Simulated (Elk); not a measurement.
Convergence study of the basis cutoff for WC (P3m1, 2 atoms in the cell)

```
CELL_PARAMETERS angstrom
      1.46227    -2.53274     0.00000
      1.46227     2.53274     0.00000
      0.00000     0.00000     2.85420
ATOMIC_POSITIONS crystal
  W  0.00000 0.00000 0.01752
  C  0.33333 0.66667 0.50000
```

Level of theory: LDA (PW92), all-electron FP-LAPW, Elk's shipped species files, default APW+lo basis in Elk.

Base settings: xctype = 3; rgkmax = 7; stype = 3; swidth = 0.00367493 Ha; ngridk = 5 5 4; rmtscf = 0.84.

The second cell is the first with its lattice scaled by 0.98.

The mesh stays at the base's, so the ladder's end is converged at best in this setting alone.

Only quantities that move along the ladder and can be compared are tabulated.

The starting cell has typed, rounded lattice constants, without a prior relaxation at this level. Its lattice was rescaled by up to half a per cent. One atom was moved a little off its site on purpose. Spin polarisation is off. Values depend on the basis (sphere radii, cutoffs, local orbitals), which need not be converged. Without a gap this mesh is coarse (it stands for a supercell whose shortest vector is 11 Å).

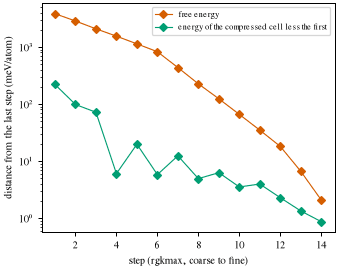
*Distance from the last step along the ladder; very small values are drawn at a floor.*

| rgkmax | free energy less the last step's (meV/atom) | energy of the compressed cell less the first (meV/atom) |
|---|---|---|
| 4.14 | 3827.78 | -220.75 |
| 4.43 | 2847.19 | -98.97 |
| 4.7 | 2077.88 | -72.58 |
| 4.95 | 1544.53 | -7.05 |
| 5.19 | 1132.10 | -20.69 |
| 5.42 | 823.80 | -6.81 |
| 5.86 | 434.32 | -13.36 |
| 6.26 | 225.34 | 3.87 |
| 6.64 | 123.16 | -7.28 |
| 7 | 65.52 | -4.54 |
| 7.34 | 34.71 | -4.98 |
| 7.67 | 17.98 | -3.31 |
| 8.13 | 6.57 | -2.37 |
| 8.57 | 2.06 | -1.90 |
| 9.26 | 0.00 | -1.04 |

Coarsest rgkmax that holds the free energy within 5 meV/atom of the last step, with all finer ones: 8.57; the step before is off by 6.6 meV/atom.

State of the energy of the compressed cell less the first at the end of the ladder: still drifting one way, by 1.3 meV/atom over the last two steps, so the last step is no safe reference.

Two neighbours can agree and both be off: 7 and 7.34 differ by 0.44 meV/atom in the energy of the compressed cell less the first, yet lie about 3.9 meV/atom from the last step.
